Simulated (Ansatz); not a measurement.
The figure comes from a scan of Sb (simple cubic): the cell is scaled evenly about its relaxed volume V₀. Computed with r2SCAN (plane waves to 500 eV, PAW, scalar-relativistic; Ansatz, a program for electronic structure). k mesh 15×15×15 (Γ-centred), Fermi-Dirac smearing 0.05 eV. Compression counts positive. Sb was relaxed with its symmetry unable to fall. Spin-orbit coupling is left out, though Sb is heavy. This is one of several known forms of Sb; the measured ambient cells at hand have space group No. 166. 

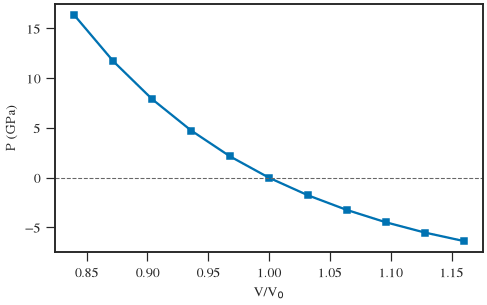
P (GPa) against V/V₀; one marker a computed point.

### Question
Turn the plot into a table (rounded to what can be read).

### Answer
To the nearest 0.5:

```json
[
 {"V/V₀": "0.840", "P (GPa)": "16.5"},
 {"V/V₀": "0.872", "P (GPa)": "11.5"},
 {"V/V₀": "0.904", "P (GPa)": "8.0"},
 {"V/V₀": "0.936", "P (GPa)": "4.5"},
 {"V/V₀": "0.968", "P (GPa)": "2.0"},
 {"V/V₀": "1.000", "P (GPa)": "0.0"},
 {"V/V₀": "1.032", "P (GPa)": "-2.0"},
 {"V/V₀": "1.064", "P (GPa)": "-3.0"},
 {"V/V₀": "1.096", "P (GPa)": "-4.5"},
 {"V/V₀": "1.128", "P (GPa)": "-5.5"},
 {"V/V₀": "1.160", "P (GPa)": "-6.5"}
]
```

(A scan under strain: stresses follow from slopes of the energy per volume, elastic moduli from its curvatures.)
